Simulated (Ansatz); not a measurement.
NaLu (space group Fm-3m, No. 225): the end point of a relaxation with DFT PBE, scalar-relativistic, plane waves, PAW (Ansatz 0.2.0); the starting structure was generated, so it need not be a known form of this composition.

```cif
data_structure
_symmetry_space_group_name_H-M 'Fm-3m'
_symmetry_Int_Tables_number 225
_cell_length_a 6.3588
_cell_length_b 6.3588
_cell_length_c 6.3588
_cell_angle_alpha 90.000
_cell_angle_beta 90.000
_cell_angle_gamma 90.000
_cell_volume 257.12
loop_
_atom_site_label
_atom_site_type_symbol
_atom_site_symmetry_multiplicity
_atom_site_Wyckoff_symbol
_atom_site_fract_x
_atom_site_fract_y
_atom_site_fract_z
_atom_site_occupancy
Na1 Na 4 b 0.50000 0.00000 0.00000 1
Lu1 Lu 4 a 0.00000 0.00000 0.00000 1
```

Describe the stacking along [111], with columns A (0, 0), B (1/3, 2/3), C (2/3, 1/3) of the hexagonal mesh spanned by (a − b)/2 and (b − c)/2.

Lu(A) – Na(C) – Lu(B) – Na(A) – Lu(C) – Na(B) (six layers in 11.01 Å).

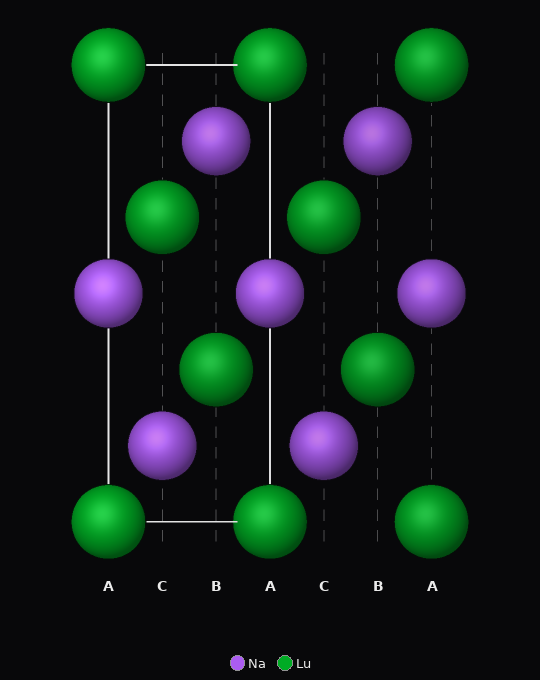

Projection along an edge of the hexagonal mesh, stacking direction [111] upwards. The dashed lines mark the three columns A (0, 0), B (1/3, 2/3) and C (2/3, 1/3). The box is the hexagonal cell of the face-centred cubic lattice. The sequence starts with the first layer at or above the cell's origin.
